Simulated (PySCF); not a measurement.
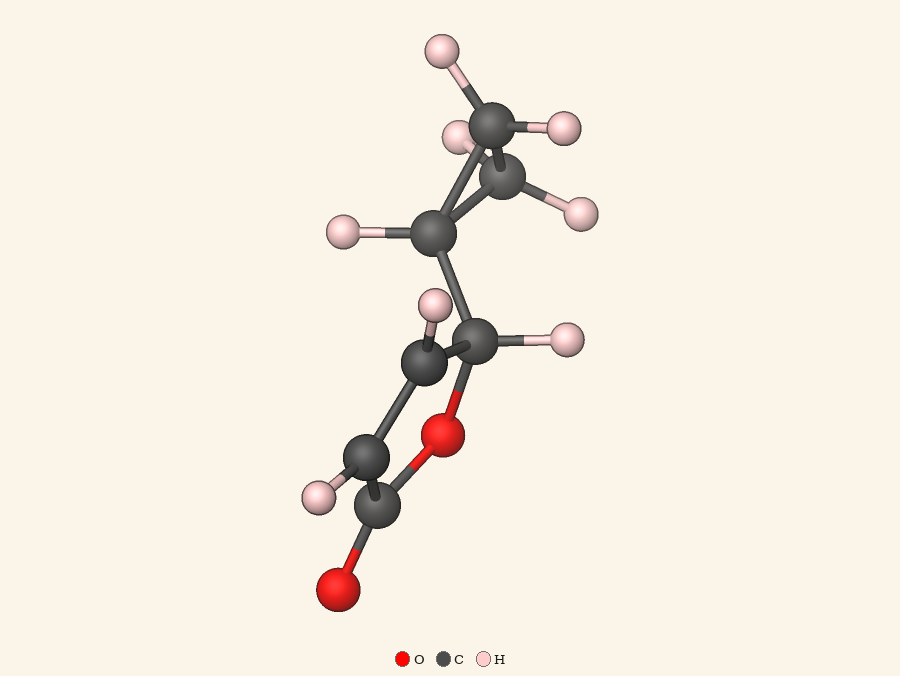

Rendered structure (ball-and-stick style).

Computed geometry: GFN2-xTB optimisation. No frequency run is at hand to confirm it as a minimum.

Describe the molecule.

The molecule is C₇H₈O₂. SMILES: `O=C1C=C[C@H](C2CC2)O1`. Independent rings (smallest set): 1 of 3 members, 1 of 5 members. Among its groups: ester, alkene. This geometry has C1 symmetry. Coordination, clear cases only: 3 C trigonal planar; 1 C tetrahedral; 1 O bent.

The parts below concern this one geometry. Atoms keep their numbers from picture to picture.

**Geometry**

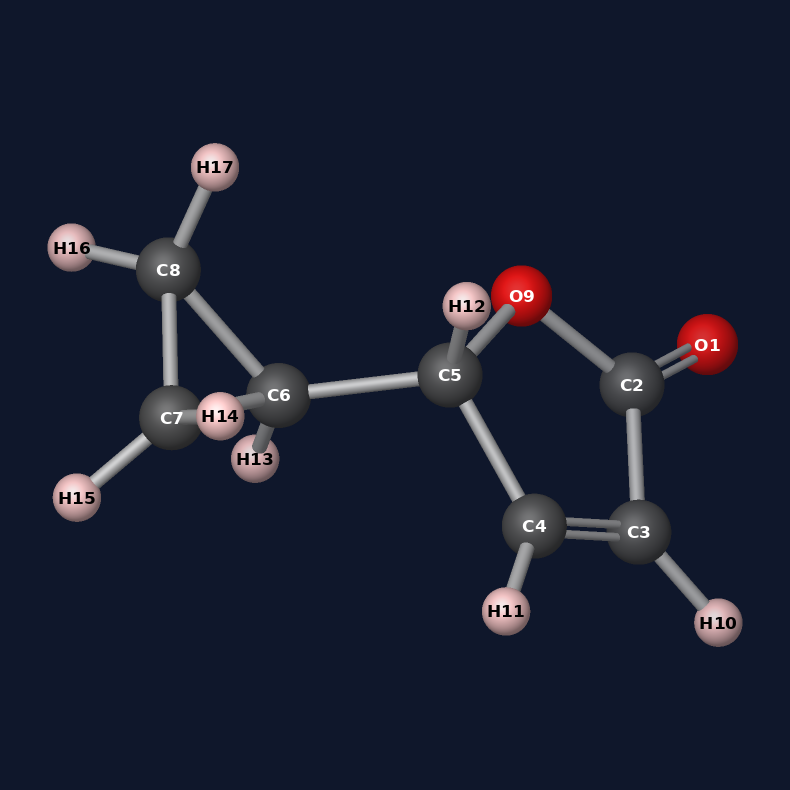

No frequency run is at hand to confirm it as a minimum.

Which atoms are bonded, and how long are the bonds? Leave out bonds to hydrogen.

```json
{"bond": "O1–C2", "length (Å)": "1.198", "order": "double"}
{"bond": "C2–C3", "length (Å)": "1.483", "order": "single"}
{"bond": "C2–O9", "length (Å)": "1.353", "order": "single"}
{"bond": "C3–C4", "length (Å)": "1.327", "order": "double"}
{"bond": "C4–C5", "length (Å)": "1.500", "order": "single"}
{"bond": "C5–C6", "length (Å)": "1.516", "order": "single"}
{"bond": "C5–O9", "length (Å)": "1.420", "order": "single"}
{"bond": "C6–C7", "length (Å)": "1.499", "order": "single"}
{"bond": "C6–C8", "length (Å)": "1.499", "order": "single"}
{"bond": "C7–C8", "length (Å)": "1.497", "order": "single"}
```

**Quadrupole coupling**

No frequency run is at hand to confirm it as a minimum. Electric field gradients from the ground-state density, PBE0/pcSseg-1 (PySCF 2.14.0), non-relativistic apart from any core potentials.

Give the largest field-gradient component, the quadrupole coupling constant and the asymmetry for 17O at O1 (Q = −25.6 mb), 17O at O9 (Q = −25.6 mb), 2H at H10 (Q = 2.86 mb), 2H at H11 (Q = 2.86 mb), 2H at H12 (Q = 2.86 mb), 2H at H13 (Q = 2.86 mb).

```csv
atom,V_zz (a.u.),e²qQ/h (MHz),η
O1,−1.606,9.66,0.16
O9,1.654,−9.95,0.53
H10,0.342,0.230,0.04
H11,0.339,0.228,0.02
H12,0.283,0.190,0.04
H13,0.320,0.215,0.10
```

**NMR shielding**

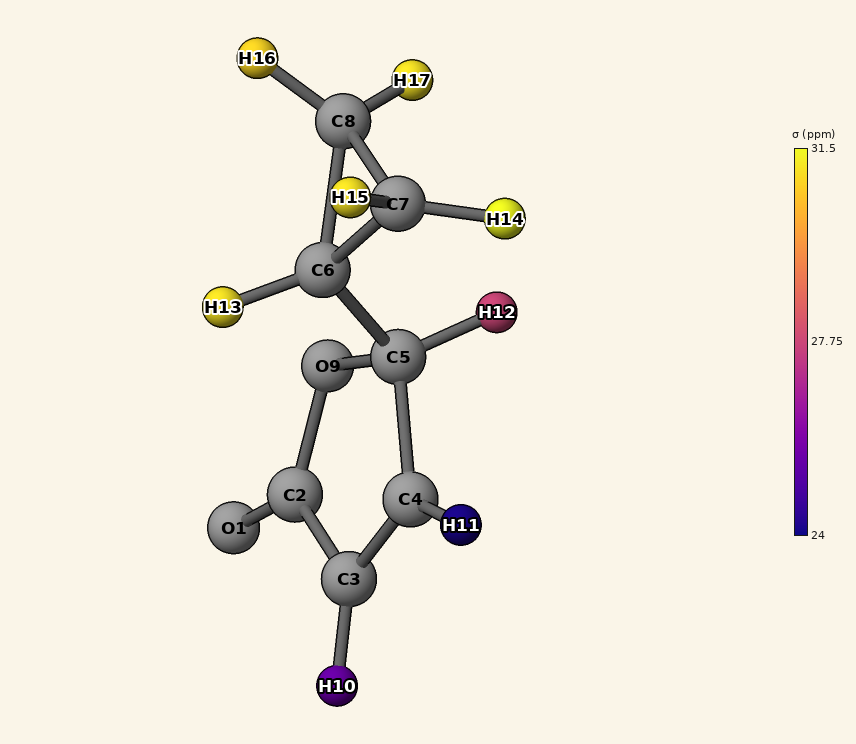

Atoms are coloured by their isotropic NMR shieldings (H only, the others grey). No frequency run is at hand to confirm it as a minimum. Properties computed with GIAO PBE0/pcSseg-1 NMR shielding, non-relativistic, gas phase (PySCF 2.14.0).

Which H atom is the most shielded (lowest chemical shift)?

Answer. H14 (31.49 ppm).

Which H atom is the least shielded (highest chemical shift)?

Answer. H11 (24.15 ppm).

How wide is the range of H shifts?

Answer. 7.34 ppm.

Give the isotropic NMR shieldings of the H atoms atom by atom.

```json
{"atom": "H10", "σ (ppm)": "25.51"}
{"atom": "H11", "σ (ppm)": "24.15"}
{"atom": "H12", "σ (ppm)": "27.77"}
{"atom": "H13", "σ (ppm)": "31.14"}
{"atom": "H14", "σ (ppm)": "31.49"}
{"atom": "H15", "σ (ppm)": "31.13"}
{"atom": "H16", "σ (ppm)": "30.91"}
{"atom": "H17", "σ (ppm)": "31.12"}
```

**Electronic properties**

No frequency run is at hand to confirm it as a minimum. Level of theory: PBE0/pcSseg-1, gas phase (PySCF 2.14.0).

Predict the main results.

- dipole moment: 5.20 D
- HOMO energy (Kohn–Sham orbital): −7.90 eV
- LUMO energy (Kohn–Sham orbital): −1.33 eV
- HOMO–LUMO gap: 6.58 eV
